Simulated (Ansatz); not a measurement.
**BF₂HS + HF: a complex and its separated parts**

The complex below is one end of an elementary step. How strongly is it bound against its free parts?

Computed with Ansatz 0.2.0, Gaussian basis. Level: PBE0-D4/def2-TZVP structures, single points in def2-TZVPP, no counterpoise correction.

Levels: SPW92, PBE-D4, BLYP-D4, r2SCAN-D4, B97M-V, PBE0-D4, B3LYP-D4, r2SCAN0-D4, BHLYP-D4, CAM-B3LYP-D4, wB97X-V, wB97M-V, B2PLYP, PBE-QIDH, RPA on PBE, Hartree-Fock, MP2, CCSD, CCSD(T).

Correlated methods freeze the cores. B3LYP uses VWN-RPA correlation. B2PLYP carries no dispersion term here.

94 further runs of the same task are left out: 94 set aside as unsound or not needed.

### Step 1. Where the work starts

The complex: 7 atoms, charge 0, spin multiplicity 1.

Atoms are counted from 1 here; the program's logs count them from 0.

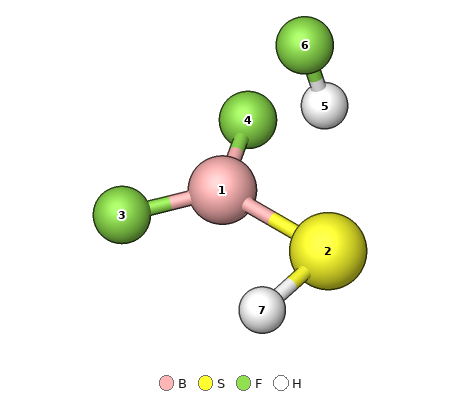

As it starts; boron pink, sulfur yellow, fluorine green, hydrogen white; atoms are numbered from 1 in the order of the file.

Coordinates:

```xyz
7

B    -0.57618    0.03057   -0.97411
S     0.75297    1.00997   -0.21829
F    -0.33657   -1.09385   -1.60876
F    -1.80830    0.47431   -0.89098
H     0.26250    0.00821    1.78555
F    -0.02227   -0.57510    2.45279
H     1.72785    0.14579   -0.54619
```

Its parts: BF₂HS holds atoms 1, 2, 3, 4, 7; HF holds atoms 5, 6. Each part counts its atoms afresh in its own runs.

### Step 2. Relaxing BF₂HS alone

File relax-a/in.yaml:

```yaml
crystal:
  periodic: [false, false, false]
  atoms:
    - {symbol: B, position_ang: [-0.576179, 0.030569, -0.974113]}
    - {symbol: S, position_ang: [0.752970, 1.009965, -0.218288]}
    - {symbol: F, position_ang: [-0.336569, -1.093852, -1.608761]}
    - {symbol: F, position_ang: [-1.808297, 0.474315, -0.890978]}
    - {symbol: H, position_ang: [1.727850, 0.145794, -0.546195]}
basis:
  gaussian: {orbitals: def2-TZVP}
hamiltonian: {xc: pbe0, dispersion: d4}
relax: {f_tol: 0.005, max_steps: 200}
```

Started as:

```sh
$ ansatz run in.yaml --threads 4 --pin off --events-out ev --progress --plain --max-ram 9574MiB
```

Standard output, shortened:

```text
Functional definition: PBE0
  name "PBE0"
  cite "Adamo & Barone, J. Chem. Phys. 110, 6158 (1999) doi:10.1063/1.478522"
  cite "Perdew, Burke & Ernzerhof, Phys. Rev. Lett. 77, 3865 (1996) doi:10.1103/PhysRevLett.77.3865"
  parent pbe
[...]
796 factors; their error is unknown
[...]
mean field -16958.91984412 eV, -623.2288091027 hartree, gradient 5.2e-5 eV, S^2 0.000000; 0 other end points of the search recorded, 0 dependent functions left out
[...]
reference -16958.91986847 eV, -623.2288099976 hartree; 20, 20 occupied and 116, 116 virtual orbitals, 796 factors
[...]
reference -16958.92491013 eV, -623.2289952752 hartree; 20, 20 occupied and 116, 116 virtual orbitals, 796 factors
Total energy: -16958.99297992 eV, -623.2314967936 hartree
Atom 0 at    -0.566209     0.037382    -0.970075 Å, force     0.000095     0.000144     0.000062 eV/Å
Atom 1 at     0.748284     1.001908    -0.206536 Å, force     0.001165    -0.000893    -0.000388 eV/Å
Atom 2 at    -0.339325    -1.097815    -1.602234 Å, force     0.000375     0.000019     0.000055 eV/Å
Atom 3 at    -1.807254     0.474869    -0.899751 Å, force    -0.000501     0.000045    -0.000007 eV/Å
Atom 4 at     1.724278     0.150447    -0.559738 Å, force    -0.001133     0.000685     0.000279 eV/Å
Dipole moment:     0.270793    -0.025217     0.025868 e Å
```

Run time: 5.5 s. Hardware: 4 threads of Arm Neoverse V2, shared host.

The steps of the relaxation: (the energy doesn't fall at every step)

```tsv
step	energy from step 1 (eV)	largest force component (eV/Å)
1	0.0000	0.4843
2	0.0048	0.5176
3	-0.0037	0.1831
4	-0.0047	0.0721
5	-0.0050	0.0138
6	-0.0051	0.0012
```

Distances of close pairs at the start and the end, largest changes first:

```tsv
bond	before (Å)	after (Å)	change (Å)
B1–S2	1.816	1.800	-0.015
B1–F3	1.313	1.319	+0.006
B1–F4	1.312	1.318	+0.006
S2–H5	1.343	1.342	-0.001
```

### Step 3. Relaxing HF alone

File relax-b/in.yaml:

```yaml
crystal:
  periodic: [false, false, false]
  atoms:
    - {symbol: H, position_ang: [0.262498, 0.008209, 1.785547]}
    - {symbol: F, position_ang: [-0.022273, -0.575100, 2.452788]}
basis:
  gaussian: {orbitals: def2-TZVP}
hamiltonian: {xc: pbe0, dispersion: d4}
relax: {f_tol: 0.005, max_steps: 200}
```

Started as:

```sh
$ ansatz run in.yaml --threads 4 --pin off --events-out ev --progress --plain --max-ram 9574MiB
```

Standard output, shortened:

```text
Functional definition: PBE0
  name "PBE0"
  cite "Adamo & Barone, J. Chem. Phys. 110, 6158 (1999) doi:10.1063/1.478522"
  cite "Perdew, Burke & Ernzerhof, Phys. Rev. Lett. 77, 3865 (1996) doi:10.1103/PhysRevLett.77.3865"
  parent pbe
[...]
200 factors; their error is unknown
[...]
mean field -2731.79822424 eV, -100.3917330613 hartree, gradient 6.9e-6 eV, S^2 0.000000; 0 other end points of the search recorded, 0 dependent functions left out
[...]
reference -2731.80170830 eV, -100.3918610984 hartree; 5, 5 occupied and 32, 32 virtual orbitals, 200 factors
Total energy: -2731.80322158 eV, -100.3919167102 hartree
Atom 0 at     0.260831     0.004794     1.789453 Å, force     0.001175     0.002408    -0.002754 eV/Å
Atom 1 at    -0.020606    -0.571685     2.448882 Å, force    -0.001175    -0.002408     0.002754 eV/Å
Dipole moment:     0.122611     0.251149    -0.287287 e Å
```

Run time: 0.35 s. Hardware: 4 threads of Arm Neoverse V2, shared host.

Relaxation path:

```tsv
step	energy from step 1 (eV)	largest force component (eV/Å)
1	0.0000	0.4534
2	-0.0033	0.0965
3	-0.0035	0.0028
```

The bond:

```tsv
bond	before (Å)	after (Å)	change (Å)
H1–F2	0.931	0.920	-0.011
```

### Step 4. SPW92/def2-TZVPP

File parta/in.yaml:

```yaml
crystal:
  periodic: [false, false, false]
  atoms:
    - {symbol: B, position_ang: [-0.566209, 0.037382, -0.970075]}
    - {symbol: S, position_ang: [0.748284, 1.001908, -0.206536]}
    - {symbol: F, position_ang: [-0.339325, -1.097815, -1.602234]}
    - {symbol: F, position_ang: [-1.807254, 0.474869, -0.899751]}
    - {symbol: H, position_ang: [1.724278, 0.150447, -0.559738]}
basis:
  gaussian: {orbitals: def2-TZVPP}
hamiltonian: {xc: lda}
```

File partb/in.yaml:

```yaml
crystal:
  periodic: [false, false, false]
  atoms:
    - {symbol: H, position_ang: [0.260831, 0.004794, 1.789453]}
    - {symbol: F, position_ang: [-0.020606, -0.571685, 2.448882]}
basis:
  gaussian: {orbitals: def2-TZVPP}
hamiltonian: {xc: lda}
```

One command serves all of them, each in its own folder.

Started as:

```sh
$ ansatz run in.yaml --threads 4 --pin off --events-out ev --progress --plain --max-ram 9574MiB
```

parta printed, shortened:

```text
Functional definition: SPW92
  name "SPW92"
  cite "Dirac, Proc. Camb. Phil. Soc. 26, 376 (1930) doi:10.1017/S0305004100016108"
  cite "Slater, Phys. Rev. 81, 385 (1951) doi:10.1103/PhysRev.81.385"
  cite "Perdew & Wang, Phys. Rev. B 45, 13244 (1992) doi:10.1103/PhysRevB.45.13244"
[...]
824 factors; their error is unknown
[...]
mean field -16889.52920310 eV, -620.6787500799 hartree, gradient 8.0e-6 eV, S^2 0.000000; 0 other end points of the search recorded, 0 dependent functions left out
reference -16889.52923482 eV, -620.6787512456 hartree; 20, 20 occupied and 129, 129 virtual orbitals, 824 factors
Total energy: -16889.52923482 eV, -620.6787512456 hartree
```

partb printed, shortened:

```text
Functional definition: SPW92
  name "SPW92"
  cite "Dirac, Proc. Camb. Phil. Soc. 26, 376 (1930) doi:10.1017/S0305004100016108"
  cite "Slater, Phys. Rev. 81, 385 (1951) doi:10.1103/PhysRev.81.385"
  cite "Perdew & Wang, Phys. Rev. B 45, 13244 (1992) doi:10.1103/PhysRevB.45.13244"
[...]
215 factors; their error is unknown
[...]
mean field -2716.76647468 eV, -99.8393264542 hartree, gradient 3.5e-5 eV, S^2 0.000000; 0 other end points of the search recorded, 0 dependent functions left out
reference -2716.76648577 eV, -99.8393268614 hartree; 5, 5 occupied and 40, 40 virtual orbitals, 215 factors
Total energy: -2716.76648577 eV, -99.8393268614 hartree
```

Wall times: 0.35 s (parta), 0.1 s (partb) on 4 threads of Arm Neoverse V2, shared host.

### Step 5. PBE-D4/def2-TZVPP

The same edit goes into each in.yaml of step 4 (parta, partb):

```diff
-hamiltonian: {xc: lda}
+hamiltonian: {xc: pbe, dispersion: d4}
```

One command serves all of them, each in its own folder.

Started as:

```sh
$ ansatz run in.yaml --threads 4 --pin off --events-out ev --progress --plain --max-ram 9574MiB
```

parta printed, shortened:

```text
Functional definition: PBE
  name "PBE"
  cite "Perdew, Burke & Ernzerhof, Phys. Rev. Lett. 77, 3865 (1996) doi:10.1103/PhysRevLett.77.3865"
  parent pbe
[...]
824 factors; their error is unknown
[...]
mean field -16957.93196753 eV, -623.1925053074 hartree, gradient 1.2e-5 eV, S^2 0.000000; 0 other end points of the search recorded, 0 dependent functions left out
reference -16957.93200172 eV, -623.1925065641 hartree; 20, 20 occupied and 129, 129 virtual orbitals, 824 factors
Total energy: -16958.01428918 eV, -623.1955305725 hartree
```

Output in partb, shortened:

```text
Functional definition: PBE
  name "PBE"
  cite "Perdew, Burke & Ernzerhof, Phys. Rev. Lett. 77, 3865 (1996) doi:10.1103/PhysRevLett.77.3865"
  parent pbe
[...]
215 factors; their error is unknown
[...]
mean field -2731.84355552 eV, -100.3933989552 hartree, gradient 4.8e-5 eV, S^2 0.000000; 0 other end points of the search recorded, 0 dependent functions left out
reference -2731.84356762 eV, -100.3933994001 hartree; 5, 5 occupied and 40, 40 virtual orbitals, 215 factors
Total energy: -2731.84546149 eV, -100.3934689983 hartree
```

Wall times: 0.5 s (parta), 0.1 s (partb) on 4 threads of Arm Neoverse V2, shared host.

### Step 6. BLYP-D4/def2-TZVPP

The same edit goes into each in.yaml of step 5 (parta, partb):

```diff
-hamiltonian: {xc: pbe, dispersion: d4}
+hamiltonian: {xc: {name: BLYP}, dispersion: d4}
```

The same command starts each run, in its folder.

Started as:

```sh
$ ansatz run in.yaml --threads 4 --pin off --events-out ev --progress --plain --max-ram 9574MiB
```

Output in parta, shortened:

```text
Functional definition: BLYP
  name "BLYP"
  cite "Becke, Phys. Rev. A 38, 3098 (1988) doi:10.1103/PhysRevA.38.3098"
  cite "Lee, Yang & Parr, Phys. Rev. B 37, 785 (1988) doi:10.1103/PhysRevB.37.785"
[...]
824 factors; their error is unknown
[...]
mean field -16968.12240539 eV, -623.5669969917 hartree, gradient 1.3e-5 eV, S^2 0.000000; 0 other end points of the search recorded, 0 dependent functions left out
reference -16968.12268646 eV, -623.5670073207 hartree; 20, 20 occupied and 129, 129 virtual orbitals, 824 factors
Total energy: -16968.31103848 eV, -623.5739291298 hartree
```

Log of partb, shortened:

```text
Functional definition: BLYP
  name "BLYP"
  cite "Becke, Phys. Rev. A 38, 3098 (1988) doi:10.1103/PhysRevA.38.3098"
  cite "Lee, Yang & Parr, Phys. Rev. B 37, 785 (1988) doi:10.1103/PhysRevB.37.785"
[...]
215 factors; their error is unknown
[...]
mean field -2734.23789506 eV, -100.4813893106 hartree, gradient 3.9e-5 eV, S^2 0.000000; 0 other end points of the search recorded, 0 dependent functions left out
reference -2734.23801867 eV, -100.4813938530 hartree; 5, 5 occupied and 40, 40 virtual orbitals, 215 factors
Total energy: -2734.24260061 eV, -100.4815622361 hartree
```

Times: 0.55 s (parta), 0.1 s (partb) on 4 threads of Arm Neoverse V2, shared host.

### Step 7. r2SCAN-D4/def2-TZVPP

Each input of step 6 (parta, partb) changes in the same lines:

```diff
-hamiltonian: {xc: {name: BLYP}, dispersion: d4}
+hamiltonian: {xc: r2scan, dispersion: d4}
```

Each run has its own folder and the same command.

Started as:

```sh
$ ansatz run in.yaml --threads 4 --pin off --events-out ev --progress --plain --max-ram 9574MiB
```

Output in parta, shortened:

```text
Functional definition: r2SCAN
  name "r2SCAN"
  cite "Furness, Kaplan, Ning, Perdew & Sun, J. Phys. Chem. Lett. 11, 8208 (2020) doi:10.1021/acs.jpclett.0c02405"
  cite "Furness, Kaplan, Ning, Perdew & Sun, J. Phys. Chem. Lett. 11, 9248 (2020) doi:10.1021/acs.jpclett.0c03077"
  parent r2scan
[...]
824 factors; their error is unknown
[...]
mean field -16965.48524522 eV, -623.4700831428 hartree, gradient 3.5e-5 eV, S^2 0.000000; 0 other end points of the search recorded, 0 dependent functions left out
reference -16965.48525508 eV, -623.4700835054 hartree; 20, 20 occupied and 129, 129 virtual orbitals, 824 factors
Total energy: -16965.50361782 eV, -623.4707583236 hartree
```

Log of partb, shortened:

```text
Functional definition: r2SCAN
  name "r2SCAN"
  cite "Furness, Kaplan, Ning, Perdew & Sun, J. Phys. Chem. Lett. 11, 8208 (2020) doi:10.1021/acs.jpclett.0c02405"
  cite "Furness, Kaplan, Ning, Perdew & Sun, J. Phys. Chem. Lett. 11, 9248 (2020) doi:10.1021/acs.jpclett.0c03077"
  parent r2scan
[...]
215 factors; their error is unknown
[...]
mean field -2733.29261573 eV, -100.4466509358 hartree, gradient 6.5e-6 eV, S^2 0.000000; 0 other end points of the search recorded, 0 dependent functions left out
reference -2733.29261891 eV, -100.4466510526 hartree; 5, 5 occupied and 40, 40 virtual orbitals, 215 factors
Total energy: -2733.29307644 eV, -100.4466678665 hartree
```

Wall times: 1.2 s (parta), 0.3 s (partb) on 4 threads of Arm Neoverse V2, shared host.

### Step 8. B97M-V/def2-TZVPP

The same edit goes into each in.yaml of step 7 (parta, partb):

```diff
-hamiltonian: {xc: r2scan, dispersion: d4}
+hamiltonian: {xc: {name: B97M-V}}
```

The same command starts each run, in its folder.

Started as:

```sh
$ ansatz run in.yaml --threads 4 --pin off --events-out ev --progress --plain --max-ram 9574MiB
```

Log of parta, shortened:

```text
Functional definition: B97M-V
  name "B97M-V"
  cite "Mardirossian & Head-Gordon, J. Chem. Phys. 142, 074111 (2015) doi:10.1063/1.4907719"
  cite "Becke, J. Chem. Phys. 107, 8554 (1997) doi:10.1063/1.475007"
  cite "Vydrov & Van Voorhis, J. Chem. Phys. 133, 244103 (2010) doi:10.1063/1.3521275"
  # Of w^i u^j: cxij and so on, Table III.
[...]
  gx(w, u) = cx00 + cx01*u + cx02*u^2 + (cx10 + cx11*u)*w
[...]
  gos(w, u) = cos00 + cos01*u + cos03*u^3 + cos10*w + cos32*w^3*u^2
[...]
      + integral(e_c_pw_mod_opposite_spin*gos(b97_w_opposite, b97_u_opposite)) + vv10(b, c)
824 factors; their error is unknown
[...]
mean field -16964.48016654 eV, -623.4331471828 hartree, gradient 2.8e-5 eV, S^2 0.000000; 0 other end points of the search recorded, 0 dependent functions left out
reference -16964.48021637 eV, -623.4331490141 hartree; 20, 20 occupied and 129, 129 virtual orbitals, 824 factors
Total energy: -16964.48021637 eV, -623.4331490141 hartree
```

Log of partb, shortened:

```text
Functional definition: B97M-V
  name "B97M-V"
  cite "Mardirossian & Head-Gordon, J. Chem. Phys. 142, 074111 (2015) doi:10.1063/1.4907719"
  cite "Becke, J. Chem. Phys. 107, 8554 (1997) doi:10.1063/1.475007"
  cite "Vydrov & Van Voorhis, J. Chem. Phys. 133, 244103 (2010) doi:10.1063/1.3521275"
  # Of w^i u^j: cxij and so on, Table III.
[...]
  gx(w, u) = cx00 + cx01*u + cx02*u^2 + (cx10 + cx11*u)*w
[...]
  gos(w, u) = cos00 + cos01*u + cos03*u^3 + cos10*w + cos32*w^3*u^2
[...]
      + integral(e_c_pw_mod_opposite_spin*gos(b97_w_opposite, b97_u_opposite)) + vv10(b, c)
215 factors; their error is unknown
[...]
mean field -2733.38838759 eV, -100.4501704866 hartree, gradient 2.3e-5 eV, S^2 0.000000; 0 other end points of the search recorded, 0 dependent functions left out
reference -2733.38840530 eV, -100.4501711375 hartree; 5, 5 occupied and 40, 40 virtual orbitals, 215 factors
Total energy: -2733.38840530 eV, -100.4501711375 hartree
```

They took 2.1 s (parta), 0.25 s (partb) on 4 threads of Arm Neoverse V2, shared host.

### Step 9. PBE0-D4/def2-TZVPP

The same edit goes into each in.yaml of step 8 (parta, partb):

```diff
-hamiltonian: {xc: {name: B97M-V}}
+hamiltonian: {xc: pbe0, dispersion: d4}
+output: {orbitals: {seedname: orbitals}}
```

One command serves all of them, each in its own folder.

Started as:

```sh
$ ansatz run in.yaml --threads 4 --pin off --events-out ev --progress --plain --max-ram 9574MiB
```

Log of parta, shortened:

```text
Functional definition: PBE0
  name "PBE0"
  cite "Adamo & Barone, J. Chem. Phys. 110, 6158 (1999) doi:10.1063/1.478522"
  cite "Perdew, Burke & Ernzerhof, Phys. Rev. Lett. 77, 3865 (1996) doi:10.1103/PhysRevLett.77.3865"
  parent pbe
[...]
855 factors; their error is unknown
[...]
mean field -16958.94035245 eV, -623.2295627697 hartree, gradient 2.7e-5 eV, S^2 0.000000; 0 other end points of the search recorded, 0 dependent functions left out
reference -16958.94037685 eV, -623.2295636665 hartree; 20, 20 occupied and 129, 129 virtual orbitals, 855 factors
Total energy: -16959.00844663 eV, -623.2320651848 hartree
```

partb printed, shortened:

```text
Functional definition: PBE0
  name "PBE0"
  cite "Adamo & Barone, J. Chem. Phys. 110, 6158 (1999) doi:10.1063/1.478522"
  cite "Perdew, Burke & Ernzerhof, Phys. Rev. Lett. 77, 3865 (1996) doi:10.1103/PhysRevLett.77.3865"
  parent pbe
[...]
215 factors; their error is unknown
[...]
mean field -2731.86112623 eV, -100.3940446668 hartree, gradient 4.0e-5 eV, S^2 0.000000; 0 other end points of the search recorded, 0 dependent functions left out
reference -2731.86113494 eV, -100.3940449870 hartree; 5, 5 occupied and 40, 40 virtual orbitals, 215 factors
Total energy: -2731.86264821 eV, -100.3941005988 hartree
```

Times: 0.7 s (parta), 0.1 s (partb) on 4 threads of Arm Neoverse V2, shared host.

[end of part 1 of 3]
